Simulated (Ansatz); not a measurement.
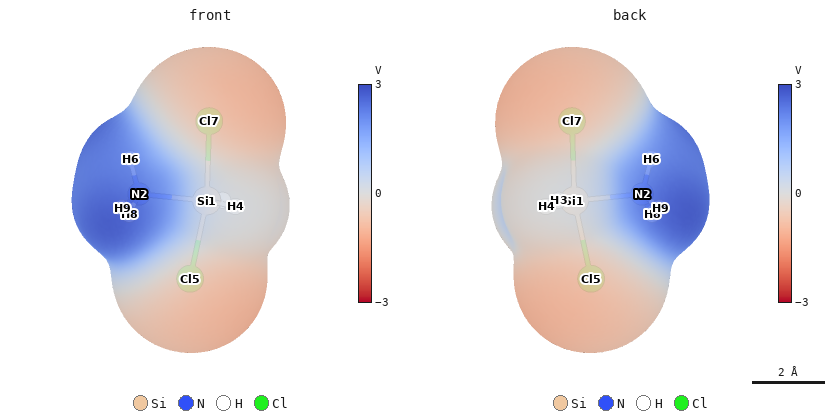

Figure 1: Cl2H5NSi. The electrostatic potential painted on the density surface at 0.001 e/bohr³, seen from the front and from behind; red is negative and blue positive.

The product side of a reaction path; geometry: PBE0-D4/def2-TZVP.

Computed with RKS PBE0-D4/def2-TZVPP in Ansatz.

```tsv
atom	x (Å)	y (Å)	z (Å)
Si	-0.0108	0.6548	-0.5716
N	0.0289	-0.7778	0.7018
H	-1.1110	1.6161	-0.4109
H	1.0527	0.6200	-1.5854
Cl	-1.2918	-0.7363	-1.7451
H	0.6165	-0.5314	1.4968
Cl	1.2747	1.7515	0.8733
H	0.3643	-1.6204	0.2395
H	-0.9234	-0.9765	1.0015
```

Which sites attract a positive test charge, and which a negative one?

A positive charge is drawn to the negative regions and a negative charge to the positive ones. The most negative region (about −1.0 V, or −23 kcal/mol for a unit charge) lies over Cl5 and Cl7, the most positive (about +2.7 V, or +62 kcal/mol for a unit charge) over H8 and H9.
